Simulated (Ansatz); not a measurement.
# CH3BrFGaO (SMILES [OH][Ga]([F])[CH2]Br): what the fields show

The calculation's input:

```
crystal:
  periodic: [false, false, false]
  atoms:
    - {symbol: O, position_ang: [-0.132437, 1.204596, 1.803039]}
    - {symbol: Ga, position_ang: [0.437908, -0.137240, 0.804137]}
    - {symbol: F, position_ang: [1.551239, -1.199853, 1.634353]}
    - {symbol: C, position_ang: [-0.039493, -0.525410, -1.056133]}
    - {symbol: Br, position_ang: [-1.284148, 0.818082, -1.708548]}
    - {symbol: H, position_ang: [-0.742874, 1.780435, 1.334637]}
    - {symbol: H, position_ang: [0.829586, -0.504667, -1.710937]}
    - {symbol: H, position_ang: [-0.527681, -1.492943, -1.156348]}
basis:
  gaussian: {orbitals: def2-TZVPP}
hamiltonian: {xc: pbe0, dispersion: d4}
output: {orbitals: {seedname: orbitals}}
```

Launched as:

```sh
ansatz run in.yaml --threads 4 --pin off --events-out ev --progress --plain --max-ram 10444MiB
```

Geometry: PBE0-D4/def2-TZVP.

Method: RKS PBE0-D4/def2-TZVPP in Ansatz.

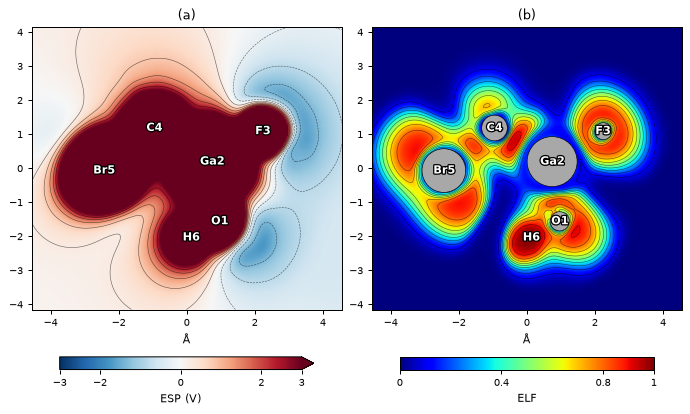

Figure 1. (a) molecular electrostatic potential; (b) electron localisation function on the plane of atoms Ga2, O1 and H6. Grey discs cover the atomic cores in the ELF map.

**Interpret the plot.**

The section cuts through O, Ga, F, C, Br and H sites. Ga–F (1.75 Å): the ELF peaks at about 0.80 in the valence shell of F, 0.5 Å from its nucleus, and is about 0.20 at the midpoint. Ga–O (1.77 Å): the ELF peaks at about 0.85 in the valence shell of O, 0.6 Å from its nucleus, and is about 0.25 at the midpoint. C–Br (1.94 Å): the ELF peaks at about 0.85 between the atoms (localised, covalent bonding). C–Ga (1.96 Å): the ELF peaks at about 0.95 in the valence shell of C, 0.6 Å from its nucleus, and is about 0.55 at the midpoint. O–H (0.96 Å): the ELF climbs to about 1 towards the hydrogen, as it does in any bond to H; an ordinary covalent bond to hydrogen. The ELF also peaks beside O1, Br5 and F3, away from the bonds: lone-pair regions. Outside the dense part of the molecule the potential is most negative (−1.7 V) near O1.

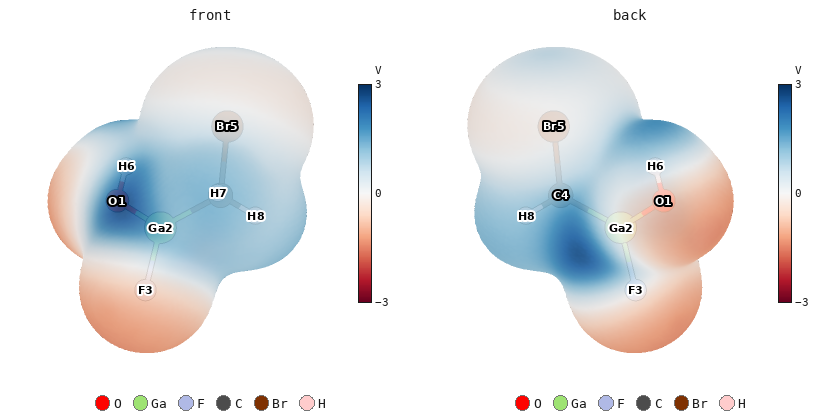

Figure 2. The molecular electrostatic potential painted on the density surface at 0.001 e/bohr³, seen from the front and from behind; red is negative and blue positive.

**Describe the electrostatic potential map.**

The most negative region (about −1.3 V) lies over O1 and F3, the most positive (about +2.5 V) over Ga2. Br5 shows a σ-hole: about +0.7 V at the tip opposite its bond, against about 0.0 V on its flanks.

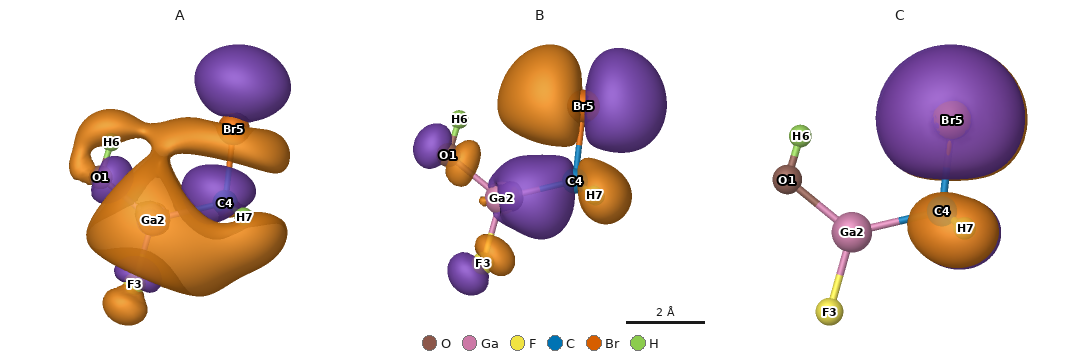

Figure 3. Three frontier orbitals at ±0.06 Å⁻³ᐟ² (orange and purple are the two phases), in no order.

**Which picture is the HOMO−1, the HOMO and the LUMO?**

C is the HOMO−1 (−8.53 eV). Its weight (Hirshfeld) is mainly on Br5 (about 90 %) and C4 (about 5 %); largely a lone pair of Br5. B is the HOMO (−8.14 eV). Its weight (Hirshfeld) is mainly on Br5 (about 70 %), C4 (about 15 %) and Ga2 (about 10 %); largely a lone pair of Br5. A is the LUMO (−1.12 eV). Its weight (Hirshfeld) is mainly on Ga2 (about 35 %), Br5 (about 25 %), C4 (about 20 %) and F3 (about 5 %).

**What is the HOMO–LUMO gap?**

7.02 eV between the orbital energies.
